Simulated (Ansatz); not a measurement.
**AlAsH₄+ (doublet): the correlation ladder, cc-pVDZ**

Aim: climb from Hartree-Fock through coupled cluster for AlAsH₄+ (doublet) at one geometry and basis, and see what each rung misses.

The runs use Ansatz 0.2.0, Gaussian basis; cc-pVDZ, core rule «outside noble gas», up to 19 orbitals frozen.

The runs, in order: UHF; CCSD(T) on ROHF; CCSD(T) on UHF; BCCD(T) on ROHF; CISD as a restricted active space (open shells left free, so some higher excitations enter); CCSDT(Q) on ROHF; CCSDT(Q) on UHF.

6 further runs of the same task are left out: 3 for a known fault of the program, 3 set aside as unsound or not needed. Runs told in other sessions of the task aren't counted.

### Step 1. The geometry

The geometry is a PBE0/def2-TZVP stationary point (not a proven minimum) of the parent state, kept for this charge and spin. No spin-orbit coupling is included. The filled d shell of As may be among the frozen orbitals whatever the setting's name suggests.

6 atoms, charge 1, spin multiplicity 2.

Atoms are counted from 1 here; the program's logs count them from 0.

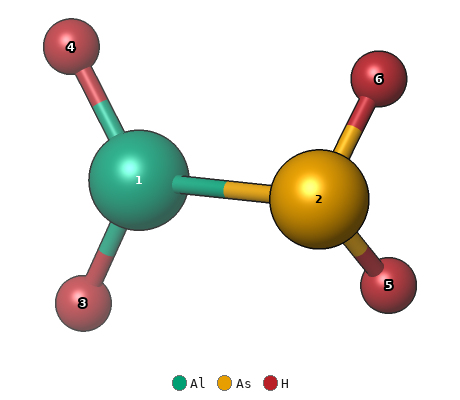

The geometry (aluminium teal, arsenic amber, hydrogen red); atoms are numbered from 1 in the order of the file.

In the tables R marks a restricted open-shell determinant and U an unrestricted one; energies count from the table's Hartree-Fock row.

### Step 2. UHF

The input, in.yaml:

```yaml
crystal:
  periodic: [false, false, false]
  atoms:
    - {symbol: Al, position_ang: [0.031918, 0.000000, 1.749608]}
    - {symbol: As, position_ang: [-0.038462, 0.000000, -0.678270]}
    - {symbol: H, position_ang: [-0.000011, 1.377251, 2.537113]}
    - {symbol: H, position_ang: [-0.000011, -1.377251, 2.537113]}
    - {symbol: H, position_ang: [1.002266, 1.108594, -0.746352]}
    - {symbol: H, position_ang: [1.002266, -1.108594, -0.746352]}
basis:
  gaussian: {orbitals: cc-pVDZ}
total_charge: 1
magnetization: {spin_polarized: true, initial_magnetization: 1}
hamiltonian: {xc: hf}
output: {orbitals: {seedname: orbitals}}
```

The run is started by

```console
$ ansatz run in.yaml --threads 1 --pin off --events-out ev --progress --plain --max-ram 4096MiB --backend cpu
```

Standard output:

```text
Functional definition: HF
  name "HF"
  cite "Fock, Z. Phys. 61, 126 (1930) doi:10.1007/BF01340294"
  parent pbe
  exchange = exact_x
  correlation = 0
681 factors; integrals over basis functions are off by at most 1.2e-3 eV
mean field evaluation 1: about -67431.5852 eV, gradient 7.9e0 eV
mean field evaluation 2: about -67431.5882 eV, gradient 7.9e0 eV
mean field evaluation 4: about -67432.4575 eV, gradient 8.0e-1 eV
mean field evaluation 8: about -67432.4808 eV, gradient 1.1e-2 eV
mean field -67432.48080938 eV, -2478.0979623676 hartree, gradient 2.7e-5 eV, S^2 0.768266; 0 other end points of the search recorded, 0 dependent functions left out
reference -67432.48080938 eV, -2478.0979623676 hartree; 25, 24 occupied and 40, 41 virtual orbitals, 681 factors
Total energy: -67432.48080938 eV, -2478.0979623676 hartree
```

It took 1.2 s on 1 thread of AMD EPYC 7R13, shared host.

From the report: ⟨S²⟩ of the determinant 0.768 (pure doublet: 0.75).

### Step 3. CCSD(T) on ROHF

in.yaml, as its differences from that of step 2:

```diff
@@ -12,4 +12,4 @@
 total_charge: 1
-magnetization: {spin_polarized: true, initial_magnetization: 1}
-hamiltonian: {xc: hf}
-output: {orbitals: {seedname: orbitals}}
+magnetization: {spin_polarized: false, initial_magnetization: 1}
+correlation: {method: ccsd_t, electrons: outside_noble_gas}
+output: {forces: true}
```

Launched as before.

Standard output, shortened:

```text
Functional definition: HF
  name "HF"
  cite "Fock, Z. Phys. 61, 126 (1930) doi:10.1007/BF01340294"
  parent pbe
[...]
681 factors; integrals over basis functions are off by at most 1.2e-3 eV
[...]
mean field -67432.36045540 eV, -2478.0935394403 hartree, gradient 1.7e-6 eV, S^2 0.750000; 4 other end points of the search recorded, 0 dependent functions left out
determinant -67432.36045540 eV, -2478.0935394403 hartree, with singles and doubles -67437.86253262 eV, -2478.2957370487 hartree
determinant -67430.35400682 eV, -2478.0198038150 hartree, with singles and doubles -67436.05495085 eV, -2478.2293096439 hartree
determinant -67429.93405398 eV, -2478.0043708330 hartree, with singles and doubles -67435.94734937 eV, -2478.2253553626 hartree
[...]
second order -4.31097810 eV of doubles, -0.06400222 eV of singles
cycle   1  -5.50278237 eV  change   -7.1e-4 eV  update   2.8e-3
[...]
cycle  11  -5.50506077 eV  change   -1.7e-6 eV  update   7.2e-7
perturbative correction -0.12878709 eV, -0.0047328383 hartree
[...]
Total energy: -67437.99430326 eV, -2478.3005795306 hartree
Atom 0 at     0.031918     0.000000     1.749608 Å, force    -0.683445    -0.000000     2.694551 eV/Å
Atom 1 at    -0.038462     0.000000    -0.678270 Å, force     0.571408    -0.000000    -0.563267 eV/Å
Atom 2 at    -0.000011     1.377251     2.537113 Å, force     0.125761     0.149106    -0.592331 eV/Å
Atom 3 at    -0.000011    -1.377251     2.537113 Å, force     0.125761    -0.149106    -0.592331 eV/Å
Atom 4 at     1.002266     1.108594    -0.746352 Å, force    -0.069742     0.153812    -0.473311 eV/Å
Atom 5 at     1.002266    -1.108594    -0.746352 Å, force    -0.069742    -0.153812    -0.473311 eV/Å
Dipole moment:     0.120316    -0.000000     0.129282 e Å
```

Run time: 11 s. Hardware: 1 thread of AMD EPYC 7R13, shared host.

From the report: correlation -5.6338 eV; T1 0.029; largest double amplitude 0.05.

### Step 4. CCSD(T) on UHF

in.yaml, as its differences from that of step 3:

```diff
@@ -12,3 +12,3 @@
 total_charge: 1
-magnetization: {spin_polarized: false, initial_magnetization: 1}
+magnetization: {spin_polarized: true, initial_magnetization: 1}
 correlation: {method: ccsd_t, electrons: outside_noble_gas}
```

The command is unchanged.

Standard output, shortened:

```text
Functional definition: HF
  name "HF"
  cite "Fock, Z. Phys. 61, 126 (1930) doi:10.1007/BF01340294"
  parent pbe
[...]
681 factors; integrals over basis functions are off by at most 1.2e-3 eV
[...]
mean field -67432.48080938 eV, -2478.0979623676 hartree, gradient 1.0e-5 eV, S^2 0.768266; 2 other end points of the search recorded, 0 dependent functions left out
determinant -67432.48080938 eV, -2478.0979623676 hartree, with singles and doubles -67437.86975202 eV, -2478.2960023567 hartree
determinant -67430.51054098 eV, -2478.0255563395 hartree, with singles and doubles -67436.05837953 eV, -2478.2294356458 hartree
determinant -67430.38604770 eV, -2478.0209812959 hartree, with singles and doubles -67435.95420352 eV, -2478.2256072479 hartree
[...]
second order -4.25336268 eV of doubles, -0.00000000 eV of singles
cycle   1  -5.38918149 eV  change   -2.4e-4 eV  update   2.1e-3
[...]
cycle  11  -5.39044879 eV  change   -7.4e-7 eV  update   3.3e-7
perturbative correction -0.12535773 eV, -0.0046068117 hartree
[...]
Total energy: -67437.99661590 eV, -2478.3006645184 hartree
Atom 0 at     0.031918     0.000000     1.749608 Å, force    -0.685582    -0.000000     2.694450 eV/Å
Atom 1 at    -0.038462     0.000000    -0.678270 Å, force     0.575219    -0.000000    -0.560252 eV/Å
Atom 2 at    -0.000011     1.377251     2.537113 Å, force     0.126193     0.148246    -0.592731 eV/Å
Atom 3 at    -0.000011    -1.377251     2.537113 Å, force     0.126193    -0.148246    -0.592731 eV/Å
Atom 4 at     1.002266     1.108594    -0.746352 Å, force    -0.071011     0.153816    -0.474368 eV/Å
Atom 5 at     1.002266    -1.108594    -0.746352 Å, force    -0.071011    -0.153816    -0.474368 eV/Å
Dipole moment:     0.120217    -0.000000     0.128441 e Å
```

Run time: 9.5 s. Hardware: 1 thread of AMD EPYC 7R13, shared host.

From the report: ⟨S²⟩ of the determinant 0.768 (pure doublet: 0.75); correlation -5.5158 eV; T1 0.019; largest double amplitude 0.05.

### Step 5. BCCD(T) on ROHF

in.yaml, as its differences from that of step 4:

```diff
@@ -12,4 +12,3 @@
 total_charge: 1
-magnetization: {spin_polarized: true, initial_magnetization: 1}
-correlation: {method: ccsd_t, electrons: outside_noble_gas}
-output: {forces: true}
+magnetization: {spin_polarized: false, initial_magnetization: 1}
+correlation: {method: bccd_t, electrons: outside_noble_gas}
```

Launched as before.

Standard output, shortened:

```text
Functional definition: HF
  name "HF"
  cite "Fock, Z. Phys. 61, 126 (1930) doi:10.1007/BF01340294"
  parent pbe
[...]
681 factors; integrals over basis functions are off by at most 1.2e-3 eV
[...]
mean field -67432.36045540 eV, -2478.0935394403 hartree, gradient 1.7e-6 eV, S^2 0.750000; 4 other end points of the search recorded, 0 dependent functions left out
determinant -67432.36045540 eV, -2478.0935394403 hartree, with singles and doubles -67437.86253262 eV, -2478.2957370487 hartree
determinant -67430.35400682 eV, -2478.0198038150 hartree, with singles and doubles -67436.05495085 eV, -2478.2293096439 hartree
determinant -67429.93405398 eV, -2478.0043708330 hartree, with singles and doubles -67435.94734937 eV, -2478.2253553626 hartree
19 core orbitals not correlated: weight in the atoms' cores, before any rotation towards them, 1.000 or more for the frozen orbitals, at most 0.000 for the correlated occupied ones
reference -67432.36045540 eV, -2478.0935394403 hartree; 6, 5 occupied and 40, 41 virtual orbitals, 681 factors
second order -4.31097810 eV of doubles, -0.06400222 eV of singles
cycle   1  -5.50506289 eV  change   -3.0e-3 eV  update   6.8e-3
[...]
cycle  10  -5.50246407 eV  change    3.5e-6 eV  update   5.5e-6
perturbative correction -0.13191155 eV, -0.0048476600 hartree
Total energy: -67437.99483102 eV, -2478.3005989252 hartree
```

Run time: 6.5 s. Hardware: 1 thread of AMD EPYC 7R13, shared host.

From the report: correlation -5.6344 eV; largest double amplitude 0.05.

### Step 6. CISD as a restricted active space (open shells left free, so some higher excitations enter)

in.yaml, as its differences from that of step 5:

```diff
@@ -13,2 +13,2 @@
 magnetization: {spin_polarized: false, initial_magnetization: 1}
-correlation: {method: bccd_t, electrons: outside_noble_gas}
+correlation: {active_space: {ras: {orbitals: [5, 1, 40], electrons: 11, max_holes: 2, max_particles: 2}, fixed_orbitals: true}}
```

Same command.

Standard output:

```text
Functional definition: HF
  name "HF"
  cite "Fock, Z. Phys. 61, 126 (1930) doi:10.1007/BF01340294"
  parent pbe
  exchange = exact_x
  correlation = 0
681 factors; integrals over basis functions are off by at most 1.2e-3 eV
mean field evaluation 1: about -67431.5715 eV, gradient 9.9e0 eV
mean field evaluation 2: about -67431.5744 eV, gradient 9.9e0 eV
mean field evaluation 4: about -67432.3399 eV, gradient 7.6e-1 eV
mean field evaluation 8: about -67432.3604 eV, gradient 2.5e-2 eV
mean field evaluation 16: about -67429.9341 eV, gradient 8.3e-4 eV
mean field evaluation 32: about -67430.9029 eV, gradient 3.1e0 eV
mean field -67432.36045540 eV, -2478.0935394403 hartree, gradient 1.7e-6 eV, S^2 0.750000; 3 other end points of the search recorded, 0 dependent functions left out
reference -67432.36045540 eV, -2478.0935394403 hartree; 25, 24 occupied and 40, 41 virtual orbitals, 681 factors
state -67437.41533735 eV, -2478.2793029256 hartree
Total energy: -67437.41533735 eV, -2478.2793029256 hartree
```

Run time: 4.2 s. Hardware: 1 thread of AMD EPYC 7R13, shared host.

From the report: 52,524 determinants.

### Step 7. CCSDT(Q) on ROHF

in.yaml, as its differences from that of step 6:

```diff
@@ -13,2 +13,2 @@
 magnetization: {spin_polarized: false, initial_magnetization: 1}
-correlation: {active_space: {ras: {orbitals: [5, 1, 40], electrons: 11, max_holes: 2, max_particles: 2}, fixed_orbitals: true}}
+correlation: {method: ccsdt_q, electrons: outside_noble_gas}
```

The run is started by

```console
$ ansatz run in.yaml --threads 2 --pin off --events-out ev --progress --plain --max-ram 24576MiB --backend cuda --devices 0, --max-vram 18GiB
```

Standard output, shortened:

```text
Functional definition: HF
  name "HF"
  cite "Fock, Z. Phys. 61, 126 (1930) doi:10.1007/BF01340294"
  parent pbe
[...]
1288 factors; integrals over basis functions are off by at most 1.5e-7 eV
[...]
mean field -67432.36054217 eV, -2478.0935426293 hartree, gradient 1.1e-6 eV, S^2 0.750000; 4 other end points of the search recorded, 0 dependent functions left out
determinant -67432.36054217 eV, -2478.0935426293 hartree, with singles and doubles -67437.86262077 eV, -2478.2957402881 hartree
determinant -67430.35409555 eV, -2478.0198070757 hartree, with singles and doubles -67436.05504309 eV, -2478.2293130338 hartree
determinant -67429.93414938 eV, -2478.0043743387 hartree, with singles and doubles -67435.94744496 eV, -2478.2253588752 hartree
19 core orbitals not correlated: weight in the atoms' cores, before any rotation towards them, 1.000 or more for the frozen orbitals, at most 0.000 for the correlated occupied ones
reference -67432.36054217 eV, -2478.0935426293 hartree; 6, 5 occupied and 40, 41 virtual orbitals, 1288 factors
second order -4.31103849 eV of doubles, -0.06400252 eV of singles
cycle   1  -5.16716544 eV  change   -7.9e-1 eV  update   7.9e-2
[...]
cycle  19  -5.66378871 eV  change   -1.2e-6 eV  update   4.1e-7
perturbative correction -0.00491931 eV, -0.0001807815 hartree
Total energy: -67438.02925019 eV, -2478.3018638067 hartree
```

Run time: 9.5 s. Hardware: 1 × H100 (card shared with other runs) with 2 threads of AMD EPYC 7R13, shared host; peak host memory 0.83 GiB.

From the report: correlation -5.6687 eV; T1 0.031; largest double amplitude 0.05.

### Step 8. CCSDT(Q) on UHF

in.yaml, as its differences from that of step 7:

```diff
@@ -12,3 +12,3 @@
 total_charge: 1
-magnetization: {spin_polarized: false, initial_magnetization: 1}
+magnetization: {spin_polarized: true, initial_magnetization: 1}
 correlation: {method: ccsdt_q, electrons: outside_noble_gas}
```

The command is unchanged.

Standard output, shortened:

```text
Functional definition: HF
  name "HF"
  cite "Fock, Z. Phys. 61, 126 (1930) doi:10.1007/BF01340294"
  parent pbe
[...]
1288 factors; integrals over basis functions are off by at most 1.5e-7 eV
[...]
mean field -67432.48089700 eV, -2478.0979655876 hartree, gradient 6.1e-6 eV, S^2 0.768267; 2 other end points of the search recorded, 0 dependent functions left out
determinant -67432.48089700 eV, -2478.0979655876 hartree, with singles and doubles -67437.86984027 eV, -2478.2960056001 hartree
determinant -67430.51063130 eV, -2478.0255596586 hartree, with singles and doubles -67436.05846914 eV, -2478.2294389389 hartree
determinant -67430.38614467 eV, -2478.0209848592 hartree, with singles and doubles -67435.95429916 eV, -2478.2256107628 hartree
19 core orbitals not correlated: weight in the atoms' cores, before any rotation towards them, 1.000 or more for the frozen orbitals, at most 0.000 for the correlated occupied ones
reference -67432.48089700 eV, -2478.0979655876 hartree; 6, 5 occupied and 40, 41 virtual orbitals, 1288 factors
second order -4.25342171 eV of doubles, -0.00000000 eV of singles
cycle   1  -5.04924452 eV  change   -8.0e-1 eV  update   7.9e-2
[...]
cycle  19  -5.54638894 eV  change   -1.2e-6 eV  update   4.1e-7
perturbative correction -0.00497103 eV, -0.0001826820 hartree
Total energy: -67438.03225697 eV, -2478.3019743037 hartree
```

Wall time 7 s (1 × H100 (card shared with other runs) with 2 threads of AMD EPYC 7R13, shared host); peak host memory 0.83 GiB.

From the report: ⟨S²⟩ of the determinant 0.768 (pure doublet: 0.75); correlation -5.5514 eV; T1 0.021; largest double amplitude 0.05.

### Step 9. The ladder

The yardstick is UCCSDT(Q), where the cluster series has nearly closed. Rows without a time are mean-field rows or come out of runs for another level: lower rungs of the coupled-cluster runs, or the Hartree-Fock search. The times of RCCSD(T), UCCSD(T) include forces.

Differences are taken before rounding.

```
   method  energy from the lowest ROHF (kcal/mol)  from UCCSDT(Q) (kcal/mol)         time
      ROHF                                   0.00                    +130.79             
      UHF                                  -2.78                    +128.02             
     RMP2                                -100.89                     +29.91             
     UMP2                                -100.86                     +29.93             
     CISD                                -116.57                     +14.23        4.2 s
    RCCSD                                -126.95                      +3.85             
    UCCSD                                -127.08                      +3.71             
 RCCSD(T)                                -129.92                      +0.88         11 s
 UCCSD(T)                                -129.97                      +0.82        9.5 s
  BCCD(T)                                -129.93                      +0.86        6.5 s
   RCCSDT                                -130.61                      +0.18             
   UCCSDT                                -130.68                      +0.11             
RCCSDT(Q)                                -130.73                      +0.07  9.5 s (GPU)
UCCSDT(Q)                                -130.79                          0    7 s (GPU)
```

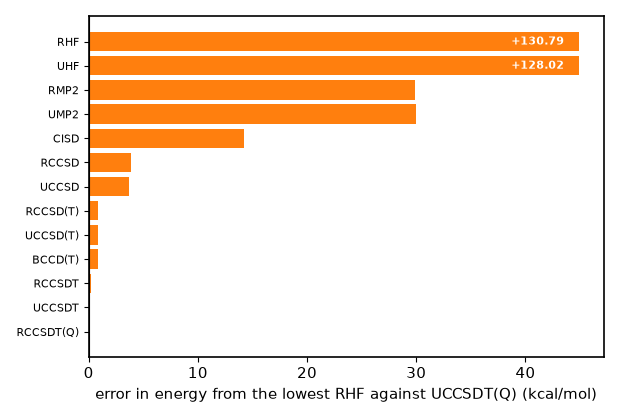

Deviations from UCCSDT(Q), method by method. Bars with a number in them are cut short.

Some runs used a GPU and others CPU threads alone; cost is compared among the CPU runs only.

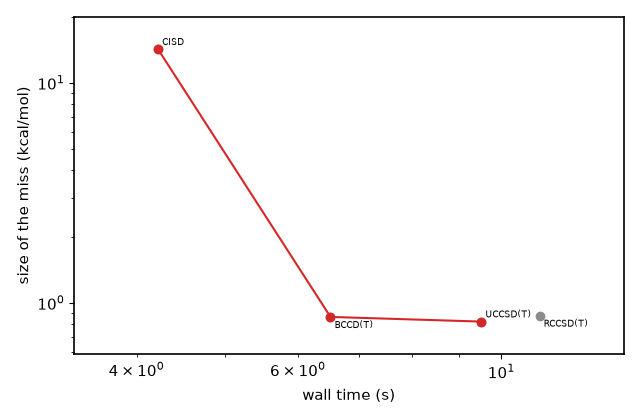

Miss against cost. Red marks the levels that no quicker level drawn beats. Times are from a shared host.

### Step 10. Outcome

```
                         quantity                                                   value
    UCCSDT(Q) from the ROHF energy                                              -5.6718 eV
              RMP2 from UCCSDT(Q)                                         +29.91 kcal/mol
              UMP2 from UCCSDT(Q)                                         +29.93 kcal/mol
             RCCSD from UCCSDT(Q)                                          +3.85 kcal/mol
          RCCSD(T) from UCCSDT(Q)                                          +0.88 kcal/mol
          UCCSD(T) from UCCSDT(Q)                                          +0.82 kcal/mol
         RCCSDT(Q) from UCCSDT(Q)                                          +0.07 kcal/mol
levels within 1 kcal/mol (43 meV)  RCCSD(T), UCCSD(T), BCCD(T), RCCSDT, UCCSDT, RCCSDT(Q)
                    T1 diagnostic                                                   0.029
```

**Reading.** RCCSD(T) misses by +0.88 kcal/mol, 0.7 % of the correlation energy. These misses are within one basis, not against nature; the frozen cores of restricted and unrestricted runs differ, which can shift their rows.

With open shells the CI space here admits some higher excitations, so it is larger than plain CISD.

UCCSD(T) reaches 0.82 kcal/mol from the reference in 9.5 s; the quickest level in the cost chart, CISD, takes 4.2 s and misses by 14.23 kcal/mol.
